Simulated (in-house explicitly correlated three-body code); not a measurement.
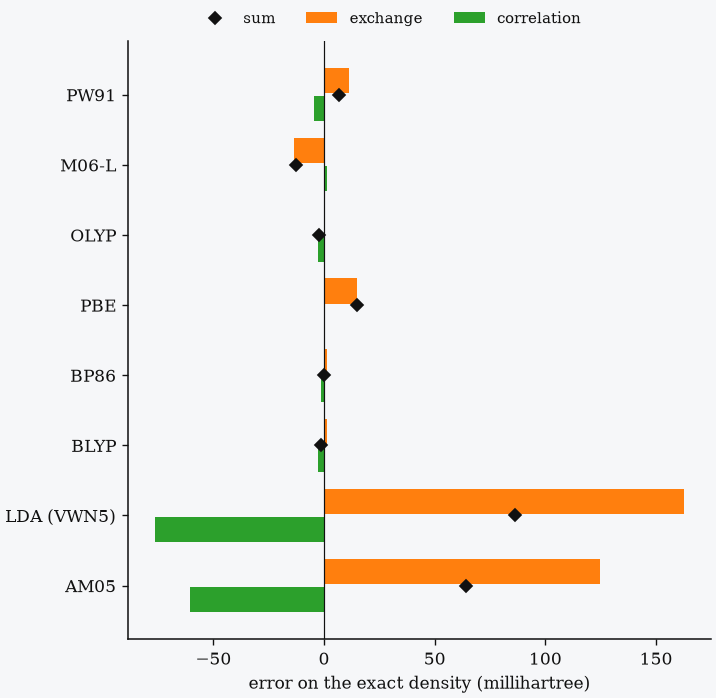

Two electrons around a point charge Z = 2.24. Computed variationally in 260 exponentially correlated functions with an in-house code, non-relativistic, converged to about 10⁻⁷ hartree. The exact exchange and correlation energies are −1175 and −42.54 millihartree. The plot shows the errors of AM05, BLYP, BP86, LDA (VWN5), M06-L, OLYP, PBE and PW91, evaluated on the exact density.

Q: Which functional is best in the sum, and where do errors cancel?

A: By the size of the summed error (millihartree): BP86 −0.15, BLYP −1.2, OLYP −2.2, PW91 +6.7, M06-L −13, PBE +15, AM05 +64, LDA (VWN5) +86. Errors of exchange and correlation cancel by a quarter or more for BP86 (+1.3 and −1.4), BLYP (+1.3 and −2.5), PW91 (+11 and −4.6), AM05 (+125 and −61) and LDA (VWN5) (+163 and −77).
